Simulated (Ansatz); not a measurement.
# C2H6Cl2Si (dichlorodimethylsilane): the energy, rung by rung

C2H6Cl2Si: 11 atoms, total charge 0, spin state singlet. As SMILES, `C[Si](C)(Cl)Cl`. Geometry: optimised at B3LYP/def2-SVP.

```xyz
11

C    -1.4865    0.2621    0.5745
Si    0.0501    0.4064   -0.4770
C     1.4251   -0.7598    0.0098
Cl   -0.4657    0.0353   -2.4650
Cl    0.7617    2.3644   -0.3517
H    -1.2524    0.4785    1.6294
H    -2.2566    0.9730    0.2381
H    -1.9029   -0.7562    0.5093
H     1.7392   -0.5715    1.0492
H     2.2993   -0.6260   -0.6455
H     1.0886   -1.8062   -0.0709
```

Quantity: the dissociation energy of the Si2–C1 bond into doublet CH3Cl2Si and doublet CH3 (shapes relaxed at B3LYP/def2-SVP, no zero-point term), in eV. The values are calculated.

```tsv
level	kind	program	value (eV)	less CCSD(T)/def2-SVP	CPU time (all runs)
HF/def2-SVP	Hartree–Fock	Ansatz	3.14	-0.92	1.9 s
PBE/def2-SVP	GGA	Ansatz	4.03	-0.03	3.6 s
r2SCAN/def2-SVP	meta-GGA	Ansatz	3.93	-0.13	7.8 s
B3LYP/def2-SVP	global hybrid	Ansatz	3.93	-0.13	4.7 s
wB97M-V/def2-SVP	range-separated hybrid	Ansatz	4.41	+0.35	17 s
MP2/def2-SVP	perturbation theory	Ansatz	4.20	+0.14	2.2 s
CCSD(T)/def2-SVP	coupled cluster or CI	Ansatz	4.06	0.00	17 s
```

CCSD(T)/def2-SVP is the highest level here, not the true value. The values span 3.14 to 4.41 eV. Hartree–Fock misses the correlation of the electron pair that is broken and comes out low. Measured bond enthalpies also hold zero-point and thermal terms, a few tenths of an eV less. Times are those of the runs behind each value, whatever else they computed, on shared processors of several kinds: orders of magnitude only.

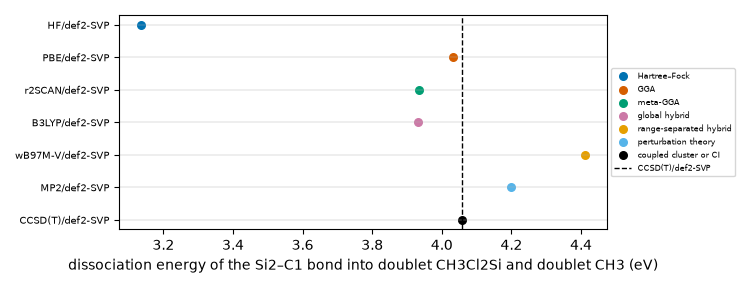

The values of the table, level by level.
